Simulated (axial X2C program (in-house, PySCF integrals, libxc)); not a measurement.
# PF⁺: properties at the nuclei

Wanted for PF⁺: properties at the nuclei, at the two-component level.

Method: two-component X2C with atomic mean-field terms, P dyall-av3z, F dyall-av3z; program: an in-house X2C program for linear molecules on PySCF integrals.

All values are calculated.

## 1. Input

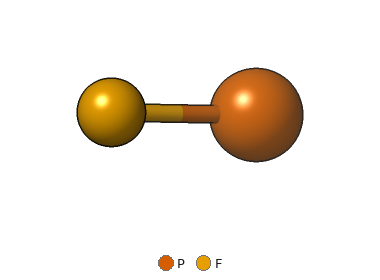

The two atoms at 1.750 Å (phosphorus orange, fluorine amber).

Input file task.json:

```json
{
 "zs": [
  15,
  9
 ],
 "q": 1,
 "bas": [
  "dyall-av3z",
  "dyall-av3z"
 ],
 "r0": 1.75,
 "levels": [
  "PBE0",
  "HF",
  "B3LYP"
 ],
 "nst": 1,
 "ff": 1,
 "thr": -3.5,
 "nmax": 130,
 "opt": {
  "ecut": 60
 }
}
```

Keys: zs atomic numbers; q charge; bas basis sets; r0 starting distance in Å; levels methods (HF also brings MP2); nst determinants followed; ff finite-field run; thr threshold in hartree for freezing inner shells (an s shell follows its p shell); nmax most natural virtual spinors; ecut virtual cutoff in hartree.

Run with:

```
$ python soeom.py task.json out
```

The runs that follow: Expectation values, lowest determinant; Finite-field coupled cluster.

Q: Predict the outcome of this session. Wanted: lowest determinant; Eeff magnitude; Ws magnitude P; A∥/gI P; qzz P (for each run or level that gives them).

As calculated:

| quantity | value |
| --- | --- |
| lowest determinant | Ω = 1/2 (excess of +ω over −ω: ω = 1/2) |
| Eeff magnitude (GV/cm), PBE0 | 0.0272 |
| Ws magnitude P (kHz), PBE0 | 0.0215 |
| A∥/gI P (MHz), PBE0 | 1010 |
| qzz P (a.u.), PBE0 | -0.51 |
| Eeff magnitude (GV/cm), CCSD(T) | 0.0116 |
| Ws magnitude P (kHz), CCSD(T) | 0.0085 |
| A∥/gI P (MHz), CCSD(T) | 832 |
| qzz P (a.u.), CCSD(T) | -0.47 |

In the first state, the effective field runs from 0.0199 to 0.0504 GV/cm over the mean-field levels, so the levels don't agree on it. The expectation values come from single determinants, which for open shells can mix terms of unlike spin or miss the lowest Ω, so a determinant need not be a state. Eeff is the effective electric field on the electron dipole moment in this Ω state and Ws the scalar–pseudoscalar constant (defined with the proton number Z and per Ω); A∥ is the parallel hyperfine constant, which follows by multiplying with the nuclear g factor gI = μI/(I μN); qzz is the electric field gradient, eQq0 = 234.96 MHz × Q/barn × qzz. The operators were transformed with the bare-nucleus X2C matrices. Correlation of the inner shells is missing, which matters for properties at the nucleus.
